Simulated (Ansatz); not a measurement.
# CuH₄NO: trial inputs and their diagnosis

3 inputs were typed for CuH₄NO. Each is run as it stands; the log then has to tell whether the result can be used.

Program: Ansatz 0.2.0, Gaussian basis. Level of theory: the settings change from run to run. These are calculated values, not measurements.

### 1 The relaxed structure

The structure was relaxed beforehand with PBE0-D4 in a triple-zeta def2 set.

SMILES `[NH3+][Cu-][OH]`, 7 atoms, charge 0, spin multiplicity 1.

Atoms are counted from 1 here; the program's logs count them from 0.

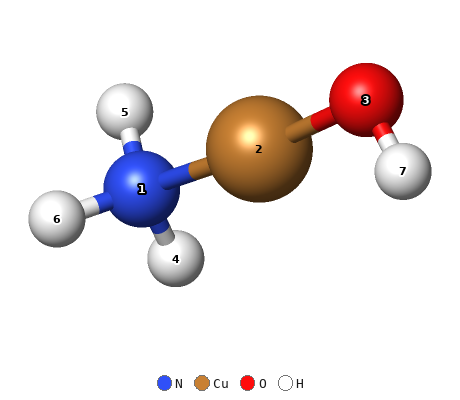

The geometry (nitrogen blue, copper orange, oxygen red, hydrogen white); atoms are numbered from 1 in the order of the file.

### 2 Attempt 1

in.yaml

```yaml
crystal:
  periodic: [false, false, false]
  atoms:
    - {symbol: N, position_ang: [-2.122014, 1.402269, -0.420594]}
    - {symbol: Cu, position_ang: [1.047982, -1.010442, 0.388078]}
    - {symbol: O, position_ang: [5.246793, -2.369320, 0.498670]}
    - {symbol: H, position_ang: [-3.758443, -0.182891, -0.819078]}
    - {symbol: H, position_ang: [-2.360719, 3.219205, -2.213756]}
    - {symbol: H, position_ang: [-3.111272, 2.712933, 1.334670]}
    - {symbol: H, position_ang: [5.431906, -3.470935, 1.111708]}
basis:
  gaussian: {orbitals: x2c-TZVPPall}
total_charge: 1
magnetization: {spin_polarized: true, initial_magnetization: 1}
hamiltonian: {xc: {name: wB97X}}
output: {forces: true}
```

The run is started by

```console
ansatz run in.yaml --threads 4 --pin off --events-out ev --progress --plain --max-ram 10444MiB
```

The log of the run (excerpt; [...] marks lines left out):

```text
Functional definition: wB97X
  name "wB97X"
  cite "Chai & Head-Gordon, J. Chem. Phys. 128, 084106 (2008) doi:10.1063/1.2834918"
  cite "Becke, J. Chem. Phys. 107, 8554 (1997) doi:10.1063/1.475007"
[...]
  # The coefficients of nought are those of the uniform gas.
[...]
      + exact_x_lr(omega)
[...]
      + integral(e_c_pw_opposite_spin*poly(b97_u_opposite, 1, cos1, cos2, cos3, cos4))
1084 factors; their error is unknown
209 factors; integrals over basis functions are off by at most 3.8e-5 eV
[...]
mean field -48610.78539515 eV, -1786.4134136982 hartree, gradient 1.3e-6 eV, S^2 3.481574; 8 other end points of the search recorded, 0 dependent functions left out
[...]
reference -48610.78536836 eV, -1786.4134127136 hartree; 24, 23 occupied and 158, 159 virtual orbitals, 1084 factors
Total energy: -48610.78536836 eV, -1786.4134127136 hartree
Relativity: scalar
Atom 0 at    -2.122014     1.402269    -0.420594 Å, force    -0.373502    -0.040367     0.064265 eV/Å
Atom 1 at     1.047982    -1.010442     0.388078 Å, force     0.057909     0.039389    -0.031424 eV/Å
Atom 2 at     5.246793    -2.369320     0.498670 Å, force     0.639657    -5.114002     2.881183 eV/Å
Atom 3 at    -3.758443    -0.182891    -0.819078 Å, force     0.302603     0.315143     0.074451 eV/Å
Atom 4 at    -2.360719     3.219205    -2.213756 Å, force     0.010470    -0.141947     0.134724 eV/Å
Atom 5 at    -3.111272     2.712933     1.334670 Å, force     0.130937    -0.188796    -0.253245 eV/Å
Atom 6 at     5.431906    -3.470935     1.111708 Å, force    -0.768074     5.130581    -2.869954 eV/Å
Dipole moment:    -0.106896    -0.548016     0.327734 e Å
```

It took 72 s on 4 threads of Arm Neoverse V1, shared host; peak memory 0.78 GiB.

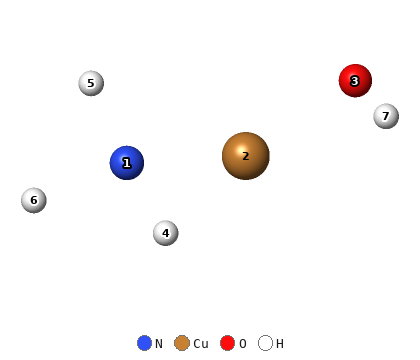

The geometry of this input.

What is wrong: It ended without an error, which proves nothing about the input. The geometry is stretched to more than twice its size. The shortest distance is 1.27 Å (O3–H7), against 0.96 Å in the relaxed molecule. It also asks for charge 1 and multiplicity 2, another species or state than the molecule above. Its coordinates are also moved off the relaxed structure. Its energy is no property of the relaxed molecule. Fix: use the relaxed coordinates, and set charge and spin to those of the species named.

### 3 Attempt 2

in.yaml

```yaml
crystal:
  periodic: [false, false, false]
  atoms:
    - {symbol: N, position_ang: [-0.821302, 0.418834, -0.134863]}
    - {symbol: Cu, position_ang: [0.432529, -0.204750, 0.025300]}
    - {symbol: O, position_ang: [1.520449, -0.666512, 0.111582]}
    - {symbol: H, position_ang: [-1.206955, -0.028507, -0.286139]}
    - {symbol: H, position_ang: [-0.800134, 0.983077, -0.781033]}
    - {symbol: H, position_ang: [-1.017849, 0.787809, 0.482541]}
    - {symbol: H, position_ang: [1.516227, -1.178755, 0.586493]}
basis:
  gaussian: {orbitals: def2-mTZVPP, point_charges: [{charge: 0.50, position_ang: [5.174, -0.000, -0.566]}]}
hamiltonian: {xc: {name: rPW86-PBE}}
scf: {lower_state_search: off}
output: {forces: true}
```

Launched as before.

The log of the run (excerpt; [...] marks lines left out):

```text
Functional definition: rPW86-PBE
  name "rPW86-PBE"
  cite "Murray, Lee & Langreth, J. Chem. Theory Comput. 5, 2754 (2009) doi:10.1021/ct900365q"
  cite "Perdew, Burke & Ernzerhof, Phys. Rev. Lett. 77, 3865 (1996) doi:10.1103/PhysRevLett.77.3865"
  parent pbe
[...]
916 factors; their error is unknown
[...]
mean field -48237.19183846 eV, -1772.6841037204 hartree, gradient 6.7e-6 eV, S^2 0.000000; 0 other end points of the search recorded, 0 dependent functions left out
[...]
reference -48237.19195943 eV, -1772.6841081659 hartree; 24, 24 occupied and 77, 77 virtual orbitals, 916 factors
Total energy: -48237.19195943 eV, -1772.6841081659 hartree
Atom 0 at    -0.821302     0.418834    -0.134863 Å, force    29.933936    48.211290     0.023442 eV/Å
Atom 1 at     0.432529    -0.204750     0.025300 Å, force   -46.688026    20.074414    -3.898648 eV/Å
Atom 2 at     1.520449    -0.666512     0.111582 Å, force    73.435743    -5.342291   -18.141460 eV/Å
Atom 3 at    -1.206955    -0.028507    -0.286139 Å, force   -50.862119   -57.140776   -19.315183 eV/Å
Atom 4 at    -0.800134     0.983077    -0.781033 Å, force    -0.005071     8.109213    -9.013016 eV/Å
Atom 5 at    -1.017849     0.787809     0.482541 Å, force    -8.579426    14.932329    24.650340 eV/Å
Atom 6 at     1.516227    -1.178755     0.586493 Å, force     2.905239   -28.817820    25.674567 eV/Å
Dipole moment:    -0.883148     0.299625     0.013326 e Å
Checks for a lower state left out: stability, starts, cluster_reference, orbital_swaps, neighbouring_geometries, increment
```

Wall time 1.6 s (4 threads of Arm Neoverse V1, shared host); peak memory 0.35 GiB.

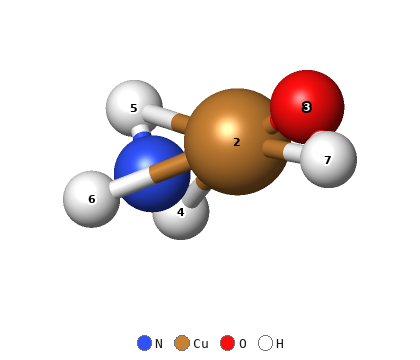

The geometry of this input.

**Diagnosis.** The run converged, but a converged run isn't a right one. The geometry is squeezed well below its size. The shortest distance is 0.61 Å (N1–H4), against 0.96 Å in the relaxed molecule. Its coordinates are also moved off the relaxed structure. Its energy is no property of the relaxed molecule. To mend it, use the relaxed coordinates, and remove the point charge.

### 4 Attempt 3

in.yaml

```yaml
crystal:
  periodic: [false, false, false]
  atoms:
    - {symbol: N, position_ang: [-2.304675, 1.371183, -0.441516]}
    - {symbol: Cu, position_ang: [1.416018, -0.574553, 0.070995]}
    - {symbol: O, position_ang: [4.977660, -2.182033, 0.365297]}
    - {symbol: H, position_ang: [-3.951339, -0.093327, -0.802940]}
    - {symbol: H, position_ang: [-2.245273, 2.758633, -2.191673]}
    - {symbol: H, position_ang: [-2.856208, 2.579138, 1.354068]}
    - {symbol: H, position_ang: [4.963839, -3.859020, 1.645770]}
basis:
  gaussian: {orbitals: ANO-RCC-VTZP}
hamiltonian: {xc: {name: PBE0}}
scf: {lower_state_search: off}
output: {forces: true}
```

Launched as before.

The log of the run (excerpt; [...] marks lines left out):

```text
Functional definition: PBE0
  name "PBE0"
  cite "Adamo & Barone, J. Chem. Phys. 110, 6158 (1999) doi:10.1063/1.478522"
  cite "Perdew, Burke & Ernzerhof, Phys. Rev. Lett. 77, 3865 (1996) doi:10.1103/PhysRevLett.77.3865"
  parent pbe
[...]
1326 factors; their error is unknown
[...]
mean field -48600.57097302 eV, -1786.0380406084 hartree, gradient 1.6e-6 eV, S^2 0.000000; 0 other end points of the search recorded, 0 dependent functions left out
[...]
reference -48600.57105526 eV, -1786.0380436306 hartree; 24, 24 occupied and 151, 151 virtual orbitals, 1326 factors
Total energy: -48600.57105526 eV, -1786.0380436306 hartree
Relativity: scalar
Atom 0 at    -2.304675     1.371183    -0.441516 Å, force    -1.948247     1.029404    -0.288576 eV/Å
Atom 1 at     1.416018    -0.574553     0.070995 Å, force     0.521439    -0.256062     0.058827 eV/Å
Atom 2 at     4.977660    -2.182033     0.365297 Å, force    -0.594335    -2.281310     1.892127 eV/Å
Atom 3 at    -3.951339    -0.093327    -0.802940 Å, force     1.915499     2.059293     0.439552 eV/Å
Atom 4 at    -2.245273     2.758633    -2.191673 Å, force    -0.327996    -1.691202     2.263328 eV/Å
Atom 5 at    -2.856208     2.579138     1.354068 Å, force     0.474278    -1.457093    -2.398522 eV/Å
Atom 6 at     4.963839    -3.859020     1.645770 Å, force    -0.040638     2.596969    -1.966736 eV/Å
Dipole moment:    -1.604355     0.649200    -0.075829 e Å
Checks for a lower state left out: stability, starts, cluster_reference, orbital_swaps, neighbouring_geometries, increment
```

Wall time 4.7 s (4 threads of Arm Neoverse V1, shared host); peak memory 0.49 GiB.

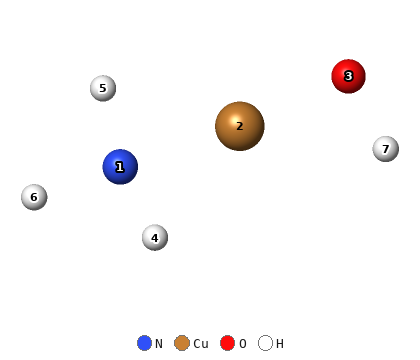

The geometry of this input.

What is wrong: The run converged, but a converged run isn't a right one. The geometry is stretched to more than twice its size. The shortest distance is 2.11 Å (O3–H7), against 0.96 Å in the relaxed molecule. Its energy is no property of the relaxed molecule. Fix: use the relaxed coordinates.

### 5 How the tries ended

| attempt | level | ended | cause | time |
| --- | --- | --- | --- | --- |
| 1 | wB97X/x2c-TZVPPall | converged | the geometry is stretched to more than twice its size | 72 s |
| 2 | rPW86-PBE/def2-mTZVPP | converged | the geometry is squeezed well below its size | 1.6 s |
| 3 | PBE0/ANO-RCC-VTZP | converged | the geometry is stretched to more than twice its size | 4.7 s |

3 converged. The dangerous case is the input that converges on a wrong geometry, charge, spin, basis or grid: often only a look at the input shows it.
